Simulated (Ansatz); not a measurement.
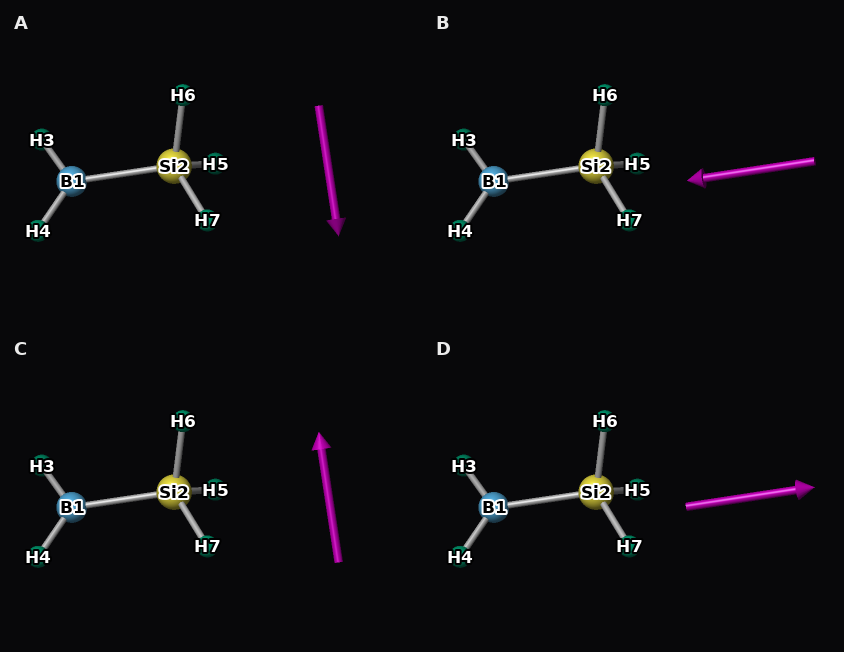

The same molecule four times, each with an arrow. The computed structure is the end point of a PBE-D4/def2-SVP optimisation. No frequency run is at hand to confirm it as a minimum. Level of theory: RKS PBE-D4/def2-SVP (Ansatz 0.2.0).

Which arrow points along the dipole moment, from the negative to the positive end?

Answer. B. The dipole moment is 0.35 D; it points from the side of H5, H6, H7 to the side of H3, H4 (the outermost atoms at the two ends).
